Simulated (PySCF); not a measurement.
**C5H7N: electronic excitations and core binding energies**

Aim: predict the electronic excitations and core binding energies of C5H7N (`[H]/N=C(\C)CC#C`).

The runs use PySCF 2.14.0, with density-fitted response routines of our own; the level of theory stands in each step. All values are computed, except where a source is named. Atoms are numbered from 0 throughout.

## Step 1: The starting structure

13 atoms, charge 0, multiplicity 1; geometry from: GFN2-xTB.

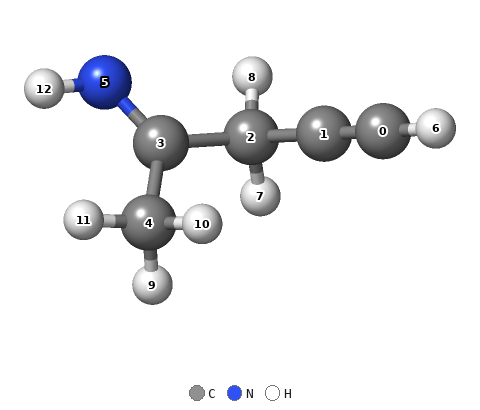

The starting geometry (carbon grey, nitrogen blue, hydrogen white), atoms numbered.

## Step 2: TDDFT and polarisability: PBE0/def2-SVPD

What the job is given:

```
{"job": {"kind": "uv", "xc": "PBE0", "basis": "def2-SVPD", "nstates": 8, "ntriplets": 3}, "charge": 0, "multiplicity": 1}
C      2.369167    -0.966803    -0.644944
C      1.602286    -0.078265    -0.412375
C      0.651992     0.976205    -0.121878
C     -0.597690     0.427587     0.524998
C     -1.341254    -0.603980    -0.274150
N     -0.910776     0.880414     1.653941
H      3.056487    -1.732250    -0.849059
H      0.382295     1.478355    -1.056698
H      1.105274     1.703624     0.554609
H     -1.700955    -0.161576    -1.202761
H     -0.669632    -1.421288    -0.532338
H     -2.190444    -0.996194     0.282822
H     -1.761139     0.494658     2.060105
```

Level: TDDFT PBE0/def2-SVPD, vertical, gas phase, core orbitals frozen in the response.

Started as:

```sh
OMP_NUM_THREADS=1 python probes_run.py task.json out
```

One launch serves the whole session: the jobs run in the order shown.

**Question.** This job is followed by: delta-SCF UKS SCAN, pcX-2 on the ionised atom, pcseg-1 elsewhere, spin-free X2C. What will the session give for the following? lowest singlet (PBE0/def2-SVPD); brightest single state of those computed; lowest triplet; C1s binding energies, SCAN/pcX-2 (standing for 3 of 5 atoms); N1s binding energies, SCAN/pcX-2.

As calculated:

| quantity | value |
| --- | --- |
| lowest singlet (PBE0/def2-SVPD) | 5.33 eV (233 nm), f = 0.006 |
| brightest single state of those computed | state 8, 7.50 eV, f = 0.026 |
| lowest triplet | 4.52 eV |
| C1s binding energies, SCAN/pcX-2 (standing for 3 of 5 atoms) | C2 291.55, C4 291.01, C0 290.14 eV |
| N1s binding energies, SCAN/pcX-2 | N5 404.32 eV |

What this shows: The lowest singlet, at 5.33 eV, is HOMO→LUMO 0.91 and is weak; of the 8 states computed, the strongest absorption comes from state 8 at 7.50 eV (the last computed, so partners may be missing). The lowest triplet lies 0.81 eV below the lowest singlet (triplets in Tamm-Dancoff, singlets in full TDDFT). States above −ε(HOMO) lie where TDDFT describes them poorly and they hang on the basis; the brightest is among them. C2 (carbon bonded to 2 C, 2 H) binds its C1s electron 1.40 eV more tightly than C0 (carbon bonded to C, H). Only 3 of the 5 C atoms are covered by sound results.
